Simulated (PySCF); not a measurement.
C₃H₈OSi

```yaml
atoms:
  - { symbol: Si, position_ang: [1.2765, 1.7170, 0.4705] }
  - { symbol: O, position_ang: [0.5423, 0.2988, 0.7448] }
  - { symbol: C, position_ang: [-0.2335, -0.5011, -0.0656] }
  - { symbol: C, position_ang: [-1.5449, -0.9925, 0.4607] }
  - { symbol: C, position_ang: [-1.5097, 0.0131, -0.6557] }
  - { symbol: H, position_ang: [1.9029, 1.9016, 1.7688] }
  - { symbol: H, position_ang: [0.3166, 2.7742, 0.1381] }
  - { symbol: H, position_ang: [2.2345, 1.6224, -0.6347] }
  - { symbol: H, position_ang: [0.3659, -1.1758, -0.6706] }
  - { symbol: H, position_ang: [-1.8434, -0.6429, 1.4365] }
  - { symbol: H, position_ang: [-1.8436, -2.0059, 0.2430] }
  - { symbol: H, position_ang: [-1.7788, -0.3041, -1.6514] }
  - { symbol: H, position_ang: [-1.7904, 1.0276, -0.4213] }
```

Geometry: GFN2-xTB, dihedral held.

Theory: PySCF, PBE0/pcSseg-1, SCF density, gas phase, non-relativistic.

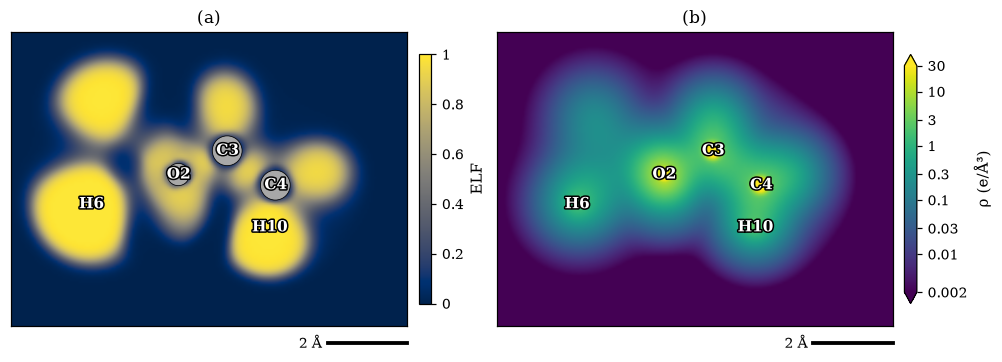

Figure 1. (a) ELF; (b) electron density on the plane of atoms C3, C4 and H10. Grey discs cover the atomic cores in the ELF map.

**Read the bonding off the picture.**

- Atoms in the plane: O, C and H.
- C–O (1.38 Å): ρ is about 2.2 e/Å³ halfway, with its minimum of 1.8 e/Å³ about 0.5 Å from C; the ELF peaks at about 0.90 between the atoms, as expected for a polar covalent bond.
- C–C (1.50 Å): ρ at the midpoint is about 1.7 e/Å³; the ELF peaks at about 0.90 between the atoms, as expected for localised, covalent bonding.
- C–H (1.08 Å): ρ is about 2 e/Å³ halfway; the ELF climbs to about 1 towards the hydrogen, as it does in any bond to H: a covalent bond by its length.
- The ELF also peaks beside O2, away from the bonds: lone-pair regions.

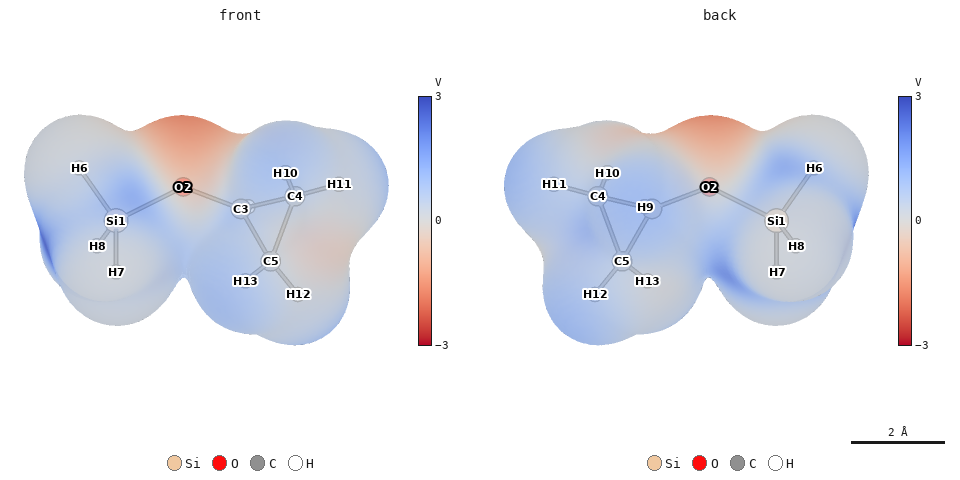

Figure 2. The molecular electrostatic potential painted on the density surface at 0.004 e/bohr³, seen from the front and from behind; the colour scale runs from red (negative) to blue (positive).

**Describe the electrostatic potential map.**

The most negative region (about −1.6 V) lies over O2, the most positive (about +2.4 V) over Si1. O2 is the likeliest acceptor of a hydrogen bond.

**How polar is the molecule by this calculation?**

Its dipole moment is 1.05 D.
